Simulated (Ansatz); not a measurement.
**Phonons of AlCo (Pm-3m) against volume**

Wanted: Grüneisen parameters and pressure coefficients of the modes of AlCo (Pm-3m).

Method: DFT LDA, scalar-relativistic, plane waves, PAW; PAW set soft_1, in Ansatz 0.2.0.

## 1. The starting structure

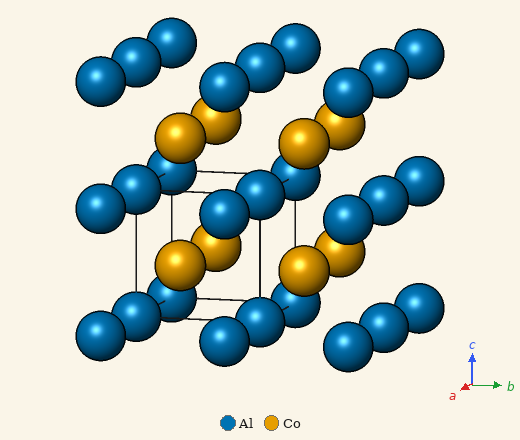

Start, viewed slightly off an axis; aluminium blue, cobalt orange. 2×2×2 cells are drawn. Some periodic images of atoms are drawn too.

## 2. Relaxation

The cell and atoms are relaxed, since residual forces and stress would shift the frequencies.

The input, input.yaml:

```yaml
crystal:
  lattice:
    - [2.81940321, 0.0, 0.0]
    - [0.0, 2.81940321, 0.0]
    - [0.0, 0.0, 2.81940321]
  atoms:
    - { symbol: Al, position: [0.0, 0.0, 0.0] }
    - { symbol: Co, position: [0.5, 0.5, 0.5] }
kpoints:
  mp_grid: { grid: [14, 14, 14] }
hamiltonian:
  xc: lda
  pseudopotentials: { kind: paw, azcp: { folder: soft_1 }, xc_functional: pbe }
scf:
  occupations: { method: gaussian, width: 0.1 }
output:
  forces: true
  stress: true
  eigenvalues: true
  write_density: true
  write_potential: true
  elf: true
  volumetric_format: npy
relax:
  adjacent_minimum: "off"
  f_tol: 0.005
  max_steps: 80
  cell: { stress_tol: 0.05 }
```

On the command line:

```console
ansatz run input.yaml --threads 4 --pin off --max-ram 10240MiB --backend cpu --events-out ev --progress --plain --runs-dir out
```

Numbers of over 12 decimals in the logs are rounded to 6 here.

Log:

```text
Engine: ansatz 0.2.0, aarch64-unknown-linux-gnu
Pseudopotentials: kind: paw
Pseudopotential: Al, paw, valence charge 3, recommended cutoff 420 eV (normal), soft_1/Al.paw.azcp
Pseudopotential: Co, paw, valence charge 17, recommended cutoff 420 eV (normal), soft_1/Co.paw.azcp
Functional definition: SPW92
  exchange = slater_x
  correlation = pw_c
Crystal: 2 atoms, lattice volume = 22.412 Å³
Basis set: ecut = 420 eV, 461 PW (Γ)
Bands: 14, of which v1, the nominal top of the filled ones, is band 10 counted from 1 (9 counted from 0)
Symmetry: 48 space group operations
Space group: Pm-3m (ITA 221), of the structure as read, at distance tolerance 2.8e-5 Å
k-points: 120 of 2744
Non-local potential: Al, projectors of the file, l = 0: 2, l = 1: 2, l = 2: 1
Non-local potential: Co, projectors of the file, l = 0: 3, l = 1: 2, l = 2: 3, l = 3: 1
PAW form: soft (Blöchl's): semilocal exchange-correlation on the pseudo side does not see the compensation charge
PAW frozen core: Al, regenerated for the run's functional, and the local potential with it (the file was generated under x = pbe(κ = 0.804, μ = 0.219515), c = pbe(β = 0.066725))
PAW frozen core: Co, regenerated for the run's functional, and the local potential with it (the file was generated under x = pbe(κ = 0.804, μ = 0.219515), c = pbe(β = 0.066725))
PAW one-centre angular grid: Al, 110 points (default); XC on 64 Gauss nodes
PAW one-centre angular grid: Co, 590 points (default); XC on 64 Gauss nodes
Initial density: superposition of atomic densities (chi_scale 0.1, normalization cell, long waves kept (reshape's long-wave potential 0.00 eV rms))
Initial wavefunctions: pseudopotential atomic-orbital guess
Functional: x = slater, c = lda
SCF iter   1: F=—  HF=-5577.255179 eV  |F-HF|=—  |Δ(HF+E_count)|=         —  Δρ=7.40e-2  dr2=1.09e0  ethr=3.10e-3  ⟨swp⟩=4.1  Hψ=7760  notcnv=0
preconditioner: auto → none  [metal: Δε(μ)=0.064 eV  Ē_g=8.739 eV  σ=0.100 eV  W_gap=0.34  n_scr=6 (ndim 8)  ℏωp=27.2 eV  f_vac=0.000  D(μ)=0.67/eV (n_scr^D=6)  sad-step TF]
SCF iter   2: F=—  HF=-5577.217112 eV  |F-HF|=—  |Δ(HF+E_count)|=   3.81e-2  Δρ=8.07e-2  dr2=1.30e0  ethr=3.10e-3  ⟨swp⟩=1.0  Hψ=2643  notcnv=0
SCF iter   3: F=—  HF=-5577.003585 eV  |F-HF|=—  |Δ(HF+E_count)|=   2.14e-1  Δρ=1.52e-2  dr2=4.54e-2  ethr=3.10e-3  ⟨swp⟩=2.5  Hψ=2603  notcnv=0
SCF iter   4: F=—  HF=-5576.994832 eV  |F-HF|=—  |Δ(HF+E_count)|=   8.75e-3  Δρ=4.02e-3  dr2=2.88e-3  ethr=2.27e-4  ⟨swp⟩=1.2  Hψ=2591  notcnv=0  defer=8
SCF iter   5: F=—  HF=-5576.994220 eV  |F-HF|=—  |Δ(HF+E_count)|=   6.12e-4  Δρ=3.02e-4  dr2=2.13e-5  ethr=1.44e-5  ⟨swp⟩=1.7  Hψ=2010  notcnv=0  defer=8
SCF iter   6: F=—  HF=-5576.994206 eV  |F-HF|=—  |Δ(HF+E_count)|=   1.37e-5  Δρ=2.06e-5  dr2=4.89e-8  ethr=5.00e-10  ⟨swp⟩=7.4  Hψ=12468  notcnv=0
SCF iter   7: F=-5576.994206 eV  HF=-5576.994206 eV  |F-HF|=2.57e-9  |Δ(HF+E_count)|=   4.98e-8  Δρ=4.09e-6  dr2=2.21e-9  ethr=2.44e-10  ⟨swp⟩=6.4  Hψ=8182  notcnv=0
SCF 1 converged in 7 iterations: F = -5576.994206 eV  dr2 = 2.21e-9
  greatest PAW one-centre occupation: 1.001 electrons in one spin orbital (limit 2), on the Co atom at site 1 (counted from 0), in its partial waves of l = 1
relax step   1: F+E_penalty+E_count = -5576.99420601 eV  Δ(F+E_penalty+E_count) = +0.000e0 eV  max|allowed force component| = 3.037e-29 eV/Å  Δτ_max = 0.0000 Å  P = -5.424 GPa  Ω = 22.412 Å³  (7 SCF iters, dr2 threshold 1.00e-7 eV, accepted)
Crystal: 2 atoms, lattice volume = 22.068 Å³
Basis set: ecut = 420 eV, 437 PW (Γ)
Initial density: handed on by an earlier stage of this run
Initial wavefunctions: those handed on with the density
iter 1 solved again at ethr=1.78e-6 eV; its pass at ethr=3.10e-3 eV (dr2=3.55e-4 eV) is discarded
SCF iter   1: F=—  HF=-5577.002968 eV  |F-HF|=—  |Δ(HF+E_count)|=         —  Δρ=1.43e-3  dr2=3.00e-4  ethr=1.78e-6  ⟨swp⟩=1.1  Hψ=9980  notcnv=0
preconditioner: auto → none  [metal: Δε(μ)=0.080 eV  Ē_g=8.612 eV  σ=0.100 eV  W_gap=0.40  n_scr=6 (ndim 8)  ℏωp=27.4 eV  f_vac=0.000  D(μ)=0.62/eV (n_scr^D=6)]
SCF iter   2: F=—  HF=-5577.002883 eV  |F-HF|=—  |Δ(HF+E_count)|=   8.50e-5  Δρ=3.52e-4  dr2=1.62e-5  ethr=1.50e-6  ⟨swp⟩=1.1  Hψ=1738  notcnv=0
SCF iter   3: F=—  HF=-5577.002865 eV  |F-HF|=—  |Δ(HF+E_count)|=   1.79e-5  Δρ=6.68e-5  dr2=5.45e-7  ethr=8.10e-8  ⟨swp⟩=2.3  Hψ=2373  notcnv=0
iter 4 did not close the SCF: its close was put off for the readings that it lacked (scf_convergence_deferred on its scf_iter line)
SCF iter   4: F=-5577.002865 eV  HF=-5577.002865 eV  |F-HF|=6.35e-8  |Δ(HF+E_count)|=   3.72e-7  Δρ=3.00e-5  dr2=1.08e-7  ethr=2.73e-9  ⟨swp⟩=2.0  Hψ=2814  notcnv=0
iter 5 did not close the SCF: its close was put off for the readings that it lacked (scf_convergence_deferred on its scf_iter line)
SCF iter   5: F=-5577.002865 eV  HF=-5577.002865 eV  |F-HF|=4.55e-12  |Δ(HF+E_count)|=   7.33e-9  Δρ=6.00e-7  dr2=3.57e-11  ethr=5.40e-10  ⟨swp⟩=1.3  Hψ=1830  notcnv=0
SCF iter   6: F=-5577.002865 eV  HF=-5577.002865 eV  |F-HF|=0.00e0  |Δ(HF+E_count)|=  1.82e-12  Δρ=1.02e-7  dr2=9.86e-13  ethr=1.00e-12  ⟨swp⟩=3.8  Hψ=7742  notcnv=0
SCF 2 converged in 6 iterations: F = -5577.002865 eV  dr2 = 9.86e-13
relax step   2: F+E_penalty+E_count = -5577.00286466 eV  Δ(F+E_penalty+E_count) = -8.659e-3 eV  max|allowed force component| = 1.242e-29 eV/Å  Δτ_max = 0.0000 Å  P = -2.468 GPa  Ω = 22.068 Å³  energy of the carried Pulay correction = +1.437e-4 eV  (6 SCF iters, dr2 threshold 2.00e-7 eV, accepted)
Crystal: 2 atoms, lattice volume = 21.788 Å³
iter 1 solved again at ethr=1.01e-6 eV; its pass at ethr=3.10e-3 eV (dr2=2.01e-4 eV) is discarded
SCF iter   1: F=—  HF=-5577.005128 eV  |F-HF|=—  |Δ(HF+E_count)|=         —  Δρ=1.18e-3  dr2=2.04e-4  ethr=1.01e-6  ⟨swp⟩=2.0  Hψ=9962  notcnv=0
preconditioner: auto → none  [metal: Δε(μ)=0.082 eV  Ē_g=8.710 eV  σ=0.100 eV  W_gap=0.41  n_scr=6 (ndim 8)  ℏωp=27.6 eV  f_vac=0.000  D(μ)=0.60/eV (n_scr^D=0)]
SCF iter   2: F=—  HF=-5577.005070 eV  |F-HF|=—  |Δ(HF+E_count)|=   5.83e-5  Δρ=2.96e-4  dr2=1.14e-5  ethr=1.01e-6  ⟨swp⟩=1.1  Hψ=1747  notcnv=0
SCF iter   3: F=—  HF=-5577.005057 eV  |F-HF|=—  |Δ(HF+E_count)|=   1.31e-5  Δρ=5.46e-5  dr2=3.56e-7  ethr=5.70e-8  ⟨swp⟩=2.3  Hψ=2368  notcnv=0
iter 4 did not close the SCF: its close was put off for the readings that it lacked (scf_convergence_deferred on its scf_iter line)
SCF iter   4: F=-5577.005057 eV  HF=-5577.005057 eV  |F-HF|=4.41e-8  |Δ(HF+E_count)|=   2.23e-7  Δρ=2.51e-5  dr2=7.43e-8  ethr=1.78e-9  ⟨swp⟩=2.0  Hψ=2851  notcnv=0
iter 5 did not close the SCF: its close was put off for the readings that it lacked (scf_convergence_deferred on its scf_iter line)
SCF iter   5: F=-5577.005057 eV  HF=-5577.005057 eV  |F-HF|=6.37e-12  |Δ(HF+E_count)|=   5.30e-9  Δρ=3.33e-7  dr2=9.77e-12  ethr=3.72e-10  ⟨swp⟩=1.4  Hψ=1885  notcnv=0
SCF iter   6: F=-5577.005057 eV  HF=-5577.005057 eV  |F-HF|=9.09e-13  |Δ(HF+E_count)|=  2.18e-11  Δρ=5.46e-8  dr2=2.63e-13  ethr=1.00e-12  ⟨swp⟩=3.9  Hψ=7410  notcnv=0
SCF 3 converged in 6 iterations: F = -5577.005057 eV  dr2 = 2.63e-13
  greatest PAW one-centre occupation: 1.002 electrons in one spin orbital (limit 2), on the Co atom at site 1 (counted from 0), in its partial waves of l = 1
relax step   3: F+E_penalty+E_count = -5577.00505673 eV  Δ(F+E_penalty+E_count) = -2.192e-3 eV  max|allowed force component| = 4.257e-30 eV/Å  Δτ_max = 0.0000 Å  P = +0.118 GPa  Ω = 21.788 Å³  energy of the carried Pulay correction = +2.619e-4 eV  (6 SCF iters, dr2 threshold 2.00e-7 eV, accepted)
[...]
relax step   4: F+E_penalty+E_count = -5577.00505590 eV  Δ(F+E_penalty+E_count) = +8.346e-7 eV  max|allowed force component| = 3.944e-30 eV/Å  Δτ_max = 0.0000 Å  P = -0.002 GPa  Ω = 21.801 Å³  energy of the carried Pulay correction = +2.566e-4 eV  (6 SCF iters, accepted)
Initial wavefunctions: pseudopotential atomic-orbital guess (no wavefunctions were taken with the density)
iter 1 solved again at ethr=1.79e-8 eV; its pass at ethr=3.10e-3 eV (dr2=3.59e-6 eV) is discarded
SCF iter   1: F=—  HF=-5577.004829 eV  |F-HF|=—  |Δ(HF+E_count)|=         —  Δρ=3.56e-5  dr2=3.60e-8  ethr=1.79e-8  ⟨swp⟩=3.0  Hψ=12700  notcnv=0
SCF iter   2: F=—  HF=-5577.004830 eV  |F-HF|=—  |Δ(HF+E_count)|=   1.25e-6  Δρ=1.62e-5  dr2=6.28e-9  ethr=1.80e-10  ⟨swp⟩=2.3  Hψ=2653  notcnv=0
SCF iter   3: F=—  HF=-5577.004830 eV  |F-HF|=—  |Δ(HF+E_count)|=   8.83e-9  Δρ=3.16e-6  dr2=6.00e-10  ethr=3.14e-11  ⟨swp⟩=1.0  Hψ=1680  notcnv=0
iter 4 did not close the SCF: its close was put off for the readings that it lacked (scf_convergence_deferred on its scf_iter line)
SCF iter   4: F=-5577.004830 eV  HF=-5577.004830 eV  |F-HF|=5.46e-12  |Δ(HF+E_count)|=  1.10e-10  Δρ=2.31e-7  dr2=6.86e-12  ethr=3.00e-12  ⟨swp⟩=2.0  Hψ=2258  notcnv=0
iter 5 did not close the SCF: its close was put off for the readings that it lacked (scf_convergence_deferred on its scf_iter line)
SCF iter   5: F=-5577.004830 eV  HF=-5577.004830 eV  |F-HF|=9.09e-13  |Δ(HF+E_count)|=    0.00e0  Δρ=6.14e-9  dr2=2.05e-15  ethr=1.00e-12  ⟨swp⟩=1.0  Hψ=1680  notcnv=0
iter 6 did not close the SCF: its close was put off for the readings that it lacked (scf_convergence_deferred on its scf_iter line)
SCF iter   6: F=-5577.004830 eV  HF=-5577.004830 eV  |F-HF|=1.82e-12  |Δ(HF+E_count)|=  1.82e-12  Δρ=7.41e-10  dr2=1.05e-16  ethr=1.00e-12  ⟨swp⟩=1.0  Hψ=1680  notcnv=0
iter 7 did not close the SCF: its close was put off for the readings that it lacked (scf_convergence_deferred on its scf_iter line)
SCF iter   7: F=-5577.004830 eV  HF=-5577.004830 eV  |F-HF|=0.00e0  |Δ(HF+E_count)|=  1.82e-12  Δρ=4.77e-10  dr2=3.15e-17  ethr=1.00e-12  ⟨swp⟩=1.0  Hψ=1680  notcnv=0
SCF iter   8: F=-5577.004830 eV  HF=-5577.004830 eV  |F-HF|=1.82e-12  |Δ(HF+E_count)|=    0.00e0  Δρ=1.48e-10  dr2=2.95e-18  ethr=1.00e-12  ⟨swp⟩=1.4  Hψ=4086  notcnv=0
SCF 5 converged in 8 iterations: F = -5577.004830 eV  dr2 = 2.95e-18
relax step   5: F+E_penalty+E_count = -5577.00482989 eV  Δ(F+E_penalty+E_count) = +2.260e-4 eV  max|allowed force component| = 5.259e-30 eV/Å  Δτ_max = 0.0000 Å  P = -0.015 GPa  Ω = 21.801 Å³  stress off target by 1.51e-2 GPa  SCF on the basis re-selected at this cell (its energy is not comparable with the rows above)  (8 SCF iters)
basis re-selected at this cell: Δ(F+E_penalty+E_count) = +2.260e-4 eV, ΔP = -0.013 GPa vs the last step (what re-selecting the basis moved, of the pressure what is left beyond the Pulay correction that the steps carried, after the strain that the cell walked since its last selection, with what the two solves' SCF thresholds leave and, on support functions, any second-order correction that the steps lacked; it is no m [...]
SCF converged after 8 iterations
Free energy (F): -5577.004830 eV
Harris-Foulkes:  -5577.004830 eV  (|F-HF|=1.82e-12)
Internal energy: -5577.001838 eV  (E = F + TS)
E sigma→0 (E₀):  -5577.003334 eV
Entropy (-TS):   -0.002992 eV (-1.496 meV/atom)
Fermi energy:    15.200696 eV
--- Per-component energies (eV) ---
  E_band       = -268.548143
  E_kinetic    = 324.806637
  E_local      = -3423.717579  (includes V_loc(G=0)·N_el)
  E_nonlocal   = 453.783121
  E_hartree    = 1549.069762
  E_xc         = -132.470001
  E_vxc        = -152.299938  (∫ρ·V_xc dr)
  E_paw        = -1958.991086  (= ΣΔE_a)
  E_vpaw       = -569.259873  (= ΣTr[D̂ρ^β])
  E_aug_tail   = -0.000035  (compensation charges beyond the density's cutoff)
  E_ewald      = -2389.956625
  E_core_change = 0.473968  (= ΣΔE_core)
  E_smearing   = -0.002992  (= −TS)
  E_closure    = 0.000000  (closes the sum)
  Σ components = -5577.004830   (vs F -5577.004830, Δ=0.00e0)
--- Forces (eV/Å), atoms counted from 1 ---
  atom   1  Al    -0.00000000     0.00000000     0.00000000
  atom   2  Co    -0.00000000     0.00000000     0.00000000
  max |Σ_I F_I| component: 1.47e-29 eV/Å
--- Stress (GPa, compression-positive) ---
       -0.015065       0.000000       0.000000
        0.000000      -0.015065       0.000000
        0.000000       0.000000      -0.015065
  P = ⅓ Tr σ = -0.0151 GPa (-0.151 kbar)
--- Band table (eV; the first three rows and the last of 120) ---
  k-point 0: bands = [... 6 lower, 11.9116, 14.3150, 14.3150, 14.3150, 21.4217, 21.4217, 21.4217, 24.2158]
  k-point 1: bands = [... 6 lower, 11.9407, 14.2575, 14.2575, 14.3212, 20.4775, 21.5627, 21.5627, 24.1954]
  k-point 2: bands = [... 6 lower, 12.0233, 14.1040, 14.1040, 14.3387, 18.9048, 21.9677, 21.9677, 24.1357]
  k-point 119: bands = [... 6 lower, 10.9860, 14.9474, 14.9474, 17.5805, 17.5805, 17.5805, 19.7673, 20.9349]
--- Relaxed structure (4 steps of the walk, 4 accepted, 1 SCFs on fresh bases) ---
  F+E_penalty+E_count = -5577.00482989 eV   max|allowed force component| = 5.259e-30 eV/Å   (the final SCF, on the basis selected at the relaxed cell)
  cell:  # Å, volume = 21.8008 Å³
    - [2.793558, 0, 0]
    - [0, 2.793558, 0]
    - [0, 0, 2.793558]
  atoms:
    - { symbol: Al, position: [0, 0, 0] }
    - { symbol: Co, position: [0.500000, 0.500000, 0.500000] }
```

Wall time 5.7 s (4 threads of Arm Neoverse N1, shared host); peak memory 0.33 GiB.

This run has no spin polarisation, although Co can carry a moment.

Relaxation path:

```tsv
step	energy less that of the first step (eV)	largest force component (eV/Å)	pressure (GPa)	volume (Å³)
1	0.0000	0.0000	-5.42	22.41
2	-0.0087	0.0000	-2.47	22.07
3	-0.0109	0.0000	0.12	21.79
4	-0.0108	0.0000	0.00	21.80
5*	-0.0106	0.0000	-0.02	21.80
```

Relaxation steps marked * repeat the geometry before them on a plane-wave basis chosen anew for their cell, so energy and pressure can jump there.

Forces are held to the 48 operations that the run works with; a distortion that breaks them can't arise in this run.

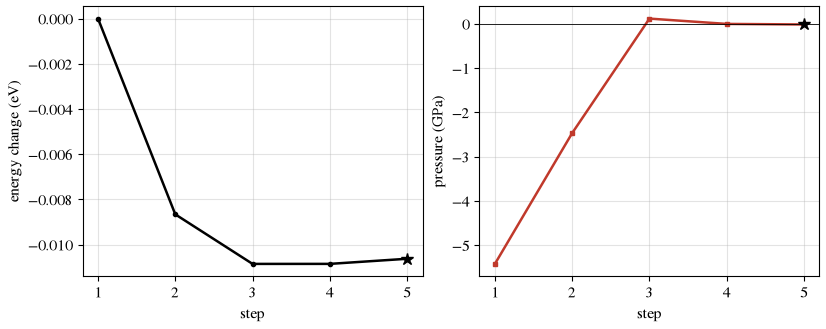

Energy and pressure along the relaxation. Stars mark steps on a basis chosen anew.

```tsv
conventional cell, symmetrised	before	after	change
a (Å)	2.819	2.794	-0.9 %
b (Å)	2.819	2.794	-0.9 %
c (Å)	2.819	2.794	-0.9 %
volume (Å³/atom)	11.21	10.90	-2.7 %
```

Final coordinates:

```xyz
2
Lattice="2.7936 0.0000 0.0000 0.0000 2.7936 0.0000 0.0000 0.0000 2.7936" Properties=species:S:1:pos:R:3 pbc="T T T"
Al    0.0000    0.0000    0.0000
Co    1.3968    1.3968    1.3968
```

This step gave:

```yaml
pressure: -0.01506 GPa
volume_per_atom: 10.90 Å³
gap_on_the_k_mesh: 0 eV
```

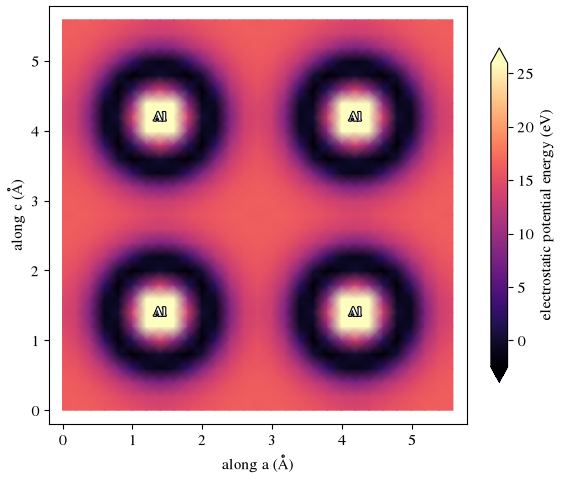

Electrostatic potential energy in the ac plane at fractional y = 0.000, with atoms of Al within 0.2 Å of it. With pseudopotentials it is smooth inside the atoms' cores, unlike the true potential. The map starts off the cell's origin, so that atoms lie inside it.

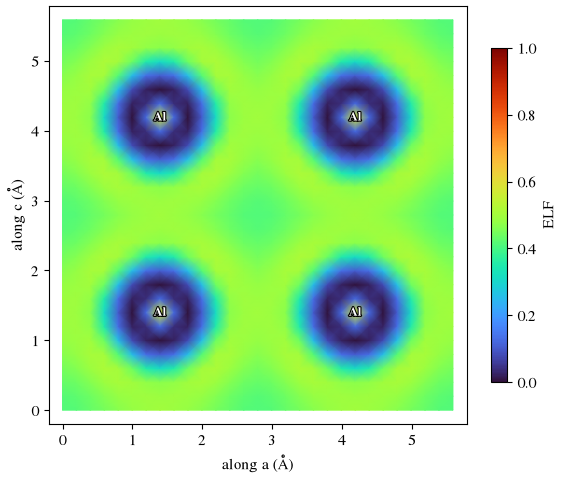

ELF in the ac plane at fractional y = 0.000, with atoms of Al within 0.2 Å of it. It is the smooth field of the valence electrons, not physical close to the nuclei. The map starts off the cell's origin, so that atoms lie inside it.

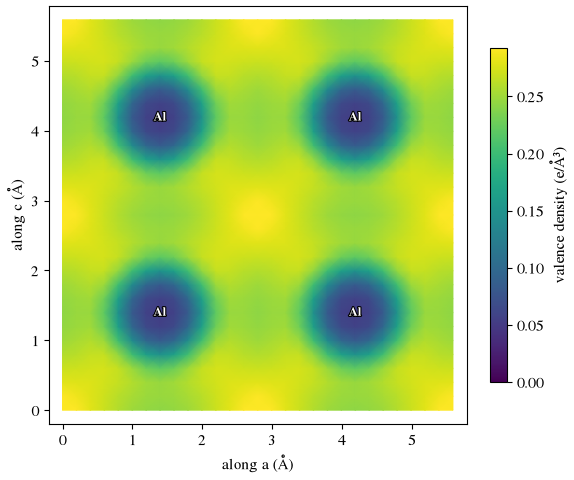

Valence density in the ac plane at fractional y = 0.000, with atoms of Al within 0.2 Å of it. It is the smooth field of the valence electrons, not physical close to the nuclei. The map starts off the cell's origin, so that atoms lie inside it.

In this step the volume went from 11.21 to 10.90 Å³/atom.

## 3. Tight relaxation

Phonons need small forces and stress, so the relaxation is finished with tight tolerances on 16×16×16 k points.

The input, input.yaml:

```yaml
crystal:
  lattice:
    - [2.7935581773, 0.0, 0.0]
    - [0.0, 2.7935581773, 0.0]
    - [0.0, 0.0, 2.7935581773]
  atoms:
    - { symbol: Al, position: [0.0, 0.0, 0.0] }
    - { symbol: Co, position: [0.5, 0.5, 0.5] }
kpoints:
  mp_grid: { grid: [16, 16, 16] }
hamiltonian:
  xc: lda
  pseudopotentials: { kind: paw, azcp: { folder: soft_1 }, xc_functional: pbe }
scf:
  occupations: { method: methfessel_paxton, width: 0.2 }
output:
  forces: true
  stress: true
  eigenvalues: true
relax:
  adjacent_minimum: "off"
  f_tol: 0.001
  max_steps: 60
  cell: { stress_tol: 0.01 }
```

Log:

```text
[...]
Crystal: 2 atoms, lattice volume = 21.801 Å³
Basis set: ecut = 420 eV, 437 PW (Γ)
Bands: 14, of which v1, the nominal top of the filled ones, is band 10 counted from 1 (9 counted from 0)
Symmetry: 48 space group operations
[...]
k-points: 165 of 4096
[...]
k-point 164: bands = [... 6 lower, 10.9884, 14.9497, 14.9497, 17.5848, 17.5848, 17.5848, 19.7739, 20.9398]
--- Relaxed structure (3 steps of the walk, 3 accepted, 1 SCFs on fresh bases) ---
[...]
cell:  # Å, volume = 21.7956 Å³
    - [2.793334, 0, 0]
    - [0, 2.793334, 0]
    - [0, 0, 2.793334]
  atoms:
    - { symbol: Al, position: [0, 0, 0] }
    - { symbol: Co, position: [0.500000, 0.500000, 0.500000] }
[key lines of the parts left out:]
SCF converged after 5 iterations
Free energy (F): -5577.001083 eV
Fermi energy:    15.207320 eV
P = ⅓ Tr σ = 0.0003 GPa (0.003 kbar)
```

Wall time 5.1 s (4 threads); peak memory 0.35 GiB.

Little changed from the start: no atom moved by 0.005 Å and no cell edge by 0.1 %.

Numbers from this step:

* pressure: 3.13e-4 GPa

The forces vanish by symmetry and the pressure is 0.000 GPa, within the tolerances set. The cell now holds 10.90 Å³/atom.

(Part 1 of 2 ends here.)

[Logs are printed without paths, hosts, clocks, repeated set-up lines and the standing remarks that a program may print on its own settings, such as how far it seeks lower states.]

[Hosts, paths, dates, database ids (printed as entryN), source tags and the programs' standing remarks are cut or masked in the printed files.]
